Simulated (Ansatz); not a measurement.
BClF2 and related structures: several calculations on one system

### Relaxation

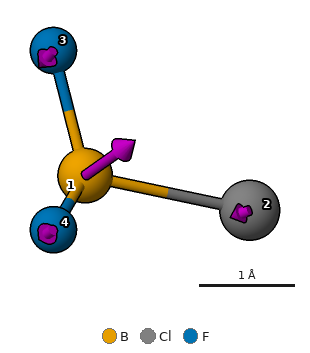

This is a relaxation of BClF$_{2}$. The starting structure is drawn; purple arrows show the displacements, 3 times their true length. The two geometries are superimposed by the best rigid fit.

A ball-and-stick model, seen at a tilt.

It is one of the separated reactants of a reaction.

All numbers below come from RKS PBE0-D4/def2-TZVP in Ansatz. (force threshold 0.005 eV/Å; at most 200 steps)

Q: Which element moves most?

A: Boron: up to 0.29 Å, against 0.10 Å for fluorine.

Q: Describe the change and its energy.

A: After 6 geometry steps the energy has fallen by 1.033 eV. Largest force component: 4.5 eV/Å at the start, 0.00068 eV/Å at the end. The largest move after the best rigid fit is that of B1, 0.29 Å. Largest moves by element: B 0.29 Å, F 0.10 Å, Cl 0.09 Å. Near-neighbour distances that change, for instance: B1–Cl2 1.848 → 1.740 Å, B1–F3 1.363 → 1.310 Å. Among the angles between lasting bonds that change: Cl2–B1–F3 113.4° → 120.5°, F3–B1–F4 114.5° → 119.0°.

### Relaxation

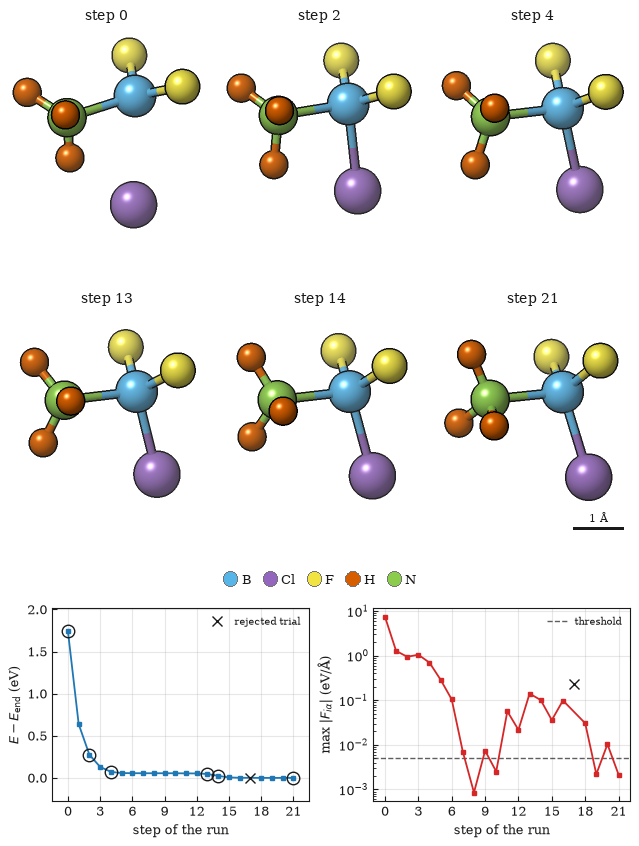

Frames of a relaxation of BNH₃ClF₂ (started from a transition state, displaced along its imaginary mode), marked on the history of the run. Style: ball-and-stick. Shown at a tilt.

All numbers below come from RKS PBE0-D4/def2-TZVP in Ansatz 0.2.0. (force threshold 0.005 eV/Å; at most 200 steps)

Describe the path.

Answer. After 20 accepted moves (21 points after the start) the energy has fallen by 1.739 eV. The largest force component goes from 7.5 to 0.0022 eV/Å. The line search rejected the trial step at point 17 of the run. The forces were under the threshold at step 8, but the run went on from there. An H atom moves most after the best rigid fit: 0.90 Å. By element the largest moves are H 0.90 Å, Cl 0.70 Å, F 0.43 Å, B 0.28 Å, N 0.07 Å. Among the contacts that change: Cl–H 1.922 → 2.898 Å, B–Cl 2.332 → 1.848 Å, Cl–N 2.611 → 2.764 Å, H–N 0.875 → 1.016 Å. New bonds form, among them: B–Cl (2.33 → 1.85 Å). Bond angles that change, for instance: B–N–H 93.6° → 109.9°, F–B–N 114.1° → 104.9°, F–B–F 119.7° → 114.5°. Groups turn about B–N by about 60°. From step 0 to 2: the Cl atom moves most (0.37 Å), energy −1.465 eV. From step 2 to 4: an H atom moves most (0.26 Å), energy −0.203 eV. From step 4 to 13: H atoms move most (0.21 Å), energy −0.025 eV. From step 13 to 14: H atoms move most (0.20 Å), energy −0.023 eV. From step 14 to 21: H atoms move most (0.31 Å), energy −0.024 eV.

### Reaction

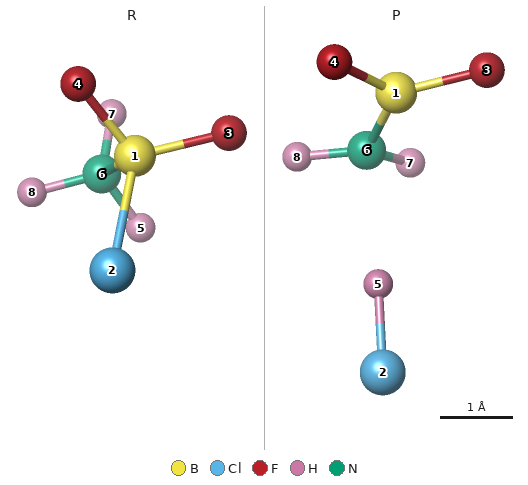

Reactant (R) and product (P) of one elementary step of BNH3ClF2. Style: ball-and-stick. Shown from a free direction.

Stationary points at PBE0-D4/def2-TZVP, single-point energies with B2PLYP (def2-TZVPP where no basis is named; Ansatz 0.2.0). The energies are electronic, without zero-point or thermal terms, and both ends are the minima reached downhill from the saddle, with any fragments still in contact.

R:
```xyz
8

B    -0.1328    0.5038   -0.6222
Cl    1.3134    0.0774   -1.6907
F    -1.3315    0.1565   -1.1696
F    -0.0849    1.7725   -0.1271
H     0.0187   -1.4465    0.4070
N     0.0313   -0.4728    0.6954
H    -0.7298   -0.3078    1.3499
H     0.9158   -0.2833    1.1572
```

P:
```xyz
8

B    -0.7393    0.9109   -0.0224
Cl    1.9131   -1.6241   -1.4594
F    -1.8515    0.7253   -0.7149
F    -0.1709    2.1056   -0.0479
H     1.0890   -0.9997   -0.6751
N    -0.1524   -0.1495    0.6934
H    -0.6678   -0.9967    0.8656
H     0.5799    0.0281    1.3607
```

Question: Predict the saddle point between them and the barrier.

Answer: Counted by bonded pieces, R holds BH₃NClF₂ and P holds BH₂NF₂ + HCl. From R over the saddle to P, a bond forms: Cl2–H5 (2.90 → 1.59 → 1.30 Å). Bonds break: B1–Cl2 (1.85 → 2.55 → 3.94 Å), H5–N6 (1.02 → 1.25 → 2.03 Å). The saddle has one imaginary mode, 879i cm⁻¹. With B2PLYP the barrier is 27.4 kcal/mol from R and 17.5 kcal/mol from P, and P lies 9.9 kcal/mol above R.

Saddle geometry:

```xyz
8

B    -0.4116    0.6490   -0.3063
Cl    1.2572   -0.7405   -1.6354
F    -1.5401    0.4436   -0.9458
F     0.1532    1.8343   -0.2739
H     0.7488   -0.8498   -0.1281
N    -0.0006   -0.3546    0.7352
H    -0.7228   -0.9998    1.0314
H     0.5159    0.0176    1.5229
```

The saddle point in the same view, with dashed sticks for the bonds that form or break:

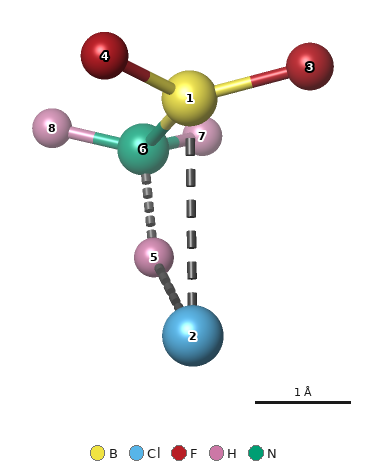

### Reaction

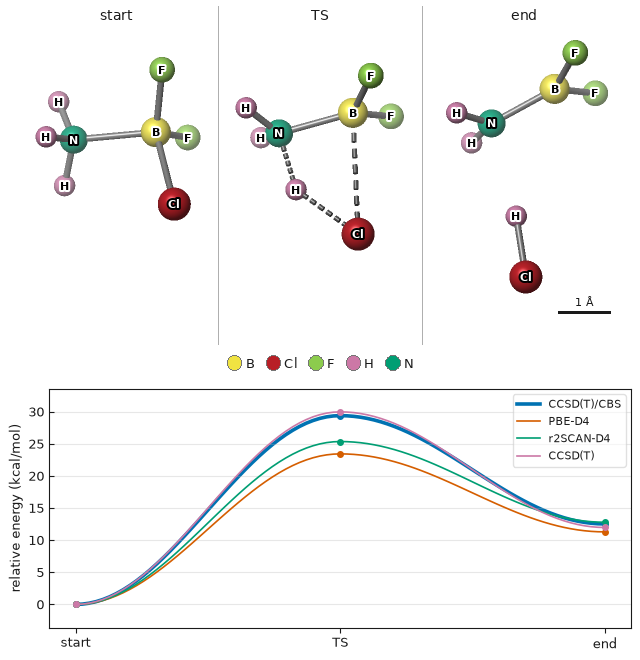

A reaction step of BNH3ClF2, with its energy diagram. A ball-and-stick model, seen from a free direction. Dashed sticks mark bonds that form or break.

Stationary points at PBE0-D4/def2-TZVP, single-point energies with CCSD(T)/CBS, PBE-D4, r2SCAN-D4, CCSD(T) (def2-TZVPP where no basis is named; Ansatz 0.2.0). The energies are electronic, without zero-point or thermal terms, and both ends are the minima reached downhill from the saddle, with any fragments still in contact. CCSD(T)/CBS stands for a frozen-core estimate: MP2 correlation extrapolated from def2-TZVPP and def2-QZVPP, CCSD(T) minus MP2 from the smaller set.

Question: Describe the step and its energetics.

Answer: Counted by bonded pieces, the start holds BH₃NClF₂ and the end holds BH₂NF₂ + HCl. From the start over the saddle to the end, a bond forms: Cl–H (2.90 → 1.59 → 1.30 Å). Bonds break: B–Cl (1.85 → 2.55 → 3.94 Å), H–N (1.02 → 1.25 → 2.03 Å). The saddle has one imaginary mode, 879i cm⁻¹. With CCSD(T)/CBS the barrier is 29.4 kcal/mol from the start and 16.9 kcal/mol from the end, and the end lies 12.5 kcal/mol above the start.

```
      level  barrier from the start (kcal/mol)  barrier from the end (kcal/mol)  the end less the start (kcal/mol)
CCSD(T)/CBS                               29.4                             16.9                               12.5
     PBE-D4                               23.4                             12.1                               11.3
  r2SCAN-D4                               25.4                             12.6                               12.8
    CCSD(T)                               30.0                             18.0                               12.0
```

Against CCSD(T)/CBS, CCSD(T) comes closest on the barrier from the start (+0.6 kcal/mol) and PBE-D4 misses most (−6.0 kcal/mol).

### Path

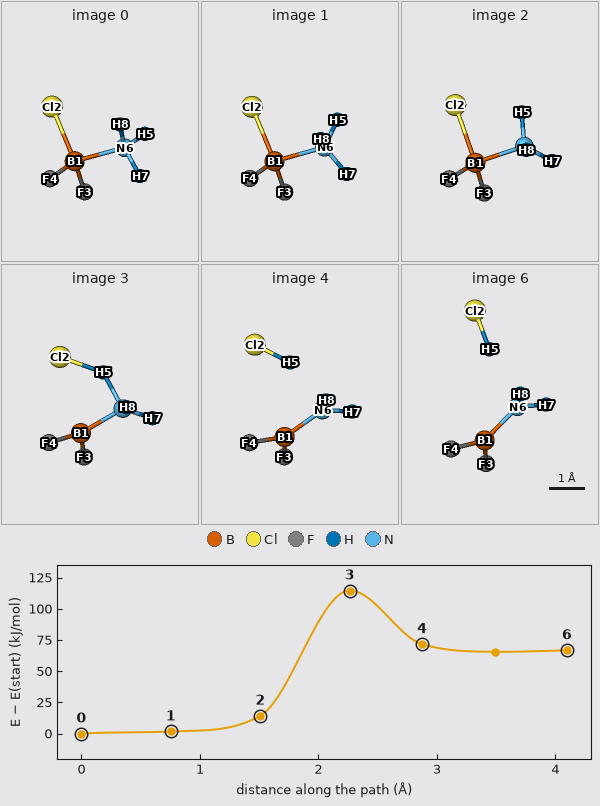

NEB run on BNH3ClF2. Images are numbered from 0 (start) to 6 (end). The picture is a ball-and-stick view, seen at a tilt.

All numbers below come from RKS PBE0-D4/def2-SVP (Ansatz). Set-up: 5 movable images; climbing image.

Read off the barrier and say what moves.

The energy climbs by 114.6 kJ/mol to image 3 and then falls by 47.9 kJ/mol, so the end point sits at +66.7 kJ/mol. Breaking: B1–Cl2 (1.85 → 2.44 at the top → 3.94 Å), H5–N6 (1.02 → 1.32 at the top → 2.03 Å). Forming: Cl2–H5 (2.90 → 1.53 at the top → 1.30 Å). The band converged in 12 iterations. The largest component of the band force went from 4.7 to 0.041 eV/Å. The climbing image converged on the top of the path. Its curvatures weren't checked. The largest force component is 0.24 eV/Å at the start and 0.26 eV/Å at the end; an end with forces this large is no minimum, and the barrier measured from it can be far off.

The run took 76 s on 4 threads of Arm Neoverse V2 (shared host).
